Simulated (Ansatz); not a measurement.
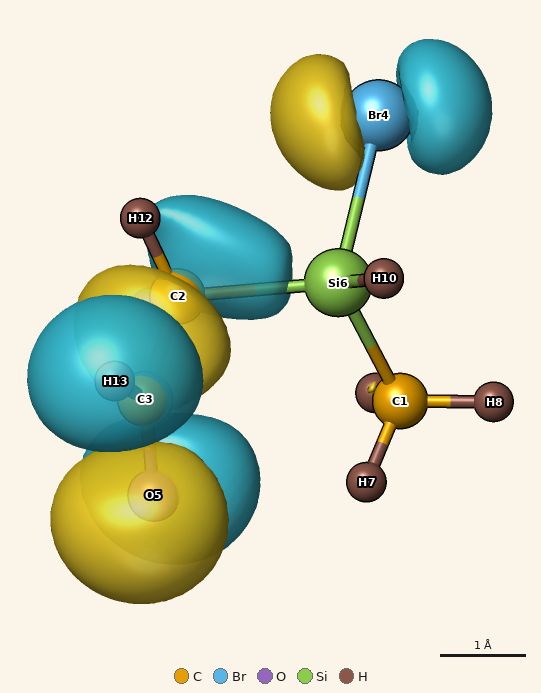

Figure 1: C3H7BrOSi. The HOMO at ±0.08 Å⁻³ᐟ² (yellow and cyan are the two phases), seen at a tilt.

Geometry: PBE0-D3(BJ)/def2-SVP.

All numbers below come from isolated molecule in a Gaussian basis; Kohn-Sham density functional theory, functional PBE0 (Ansatz 0.2.0).

```xyz
13

C     1.1047   -0.2403   -1.3549
C     0.0782   -0.4749    1.5377
C    -1.3541   -0.2538    1.1694
Br    3.0085   -1.9233    0.8616
O    -1.7308    0.5812    0.3865
Si    0.9731   -1.3658    0.1203
H     0.1053    0.1622   -1.5849
H     1.4967   -0.7712   -2.2345
H     1.7716    0.6054   -1.1293
H     0.2644   -2.6391   -0.1955
H     0.5892    0.4954    1.6502
H     0.1797   -1.0602    2.4633
H    -2.0855   -0.9580    1.6448
```

> Where does this orbital lie, and at what energy?

Its weight (Hirshfeld) is mainly on O5 (about 55 %), C3 (about 15 %), C2 (about 10 %), H13 (about 10 %) and Br4 (about 5 %). Its energy is −7.72 eV.
